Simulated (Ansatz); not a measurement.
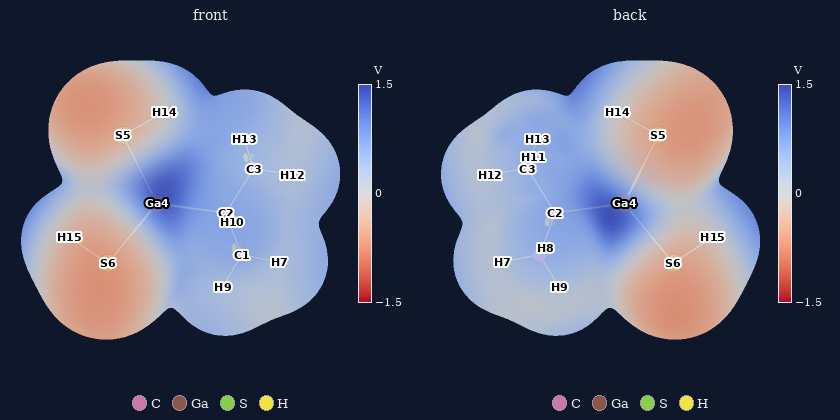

The picture shows: C$_{3}$H$_{9}$GaS$_{2}$ (SMILES C[CH](C)[Ga]([SH])[SH]). The molecular electrostatic potential painted on the density surface at 0.001 e/bohr³, seen from the front and from behind; the colour scale runs from red (negative) to blue (positive).

Geometry: PBE0-D4/def2-TZVP.

Computed with RKS PBE0-D4/def2-TZVPP in Ansatz 0.2.0.

```csv
atom,x (Å),y (Å),z (Å)
C,-1.4880,-0.2298,0.9553
C,0.0051,-0.0216,0.7191
C,0.7703,-1.3371,0.7103
Ga,0.3068,1.0390,-0.9254
S,1.6747,0.4516,-2.5569
S,-0.7712,2.9393,-1.2454
H,-1.6587,-0.7481,1.9058
H,-1.9384,-0.8441,0.1699
H,-2.0390,0.7131,0.9908
H,0.3972,0.6089,1.5268
H,0.4386,-1.9907,-0.1024
H,0.6118,-1.8846,1.6464
H,1.8477,-1.1894,0.5983
H,2.0478,-0.6901,-1.9544
H,-0.2047,3.1836,-2.4382
```

Q: Describe the electrostatic potential map.

A: The most negative region (about −0.7 V) lies over S5 and S6, the most positive (about +1.4 V) over Ga4.
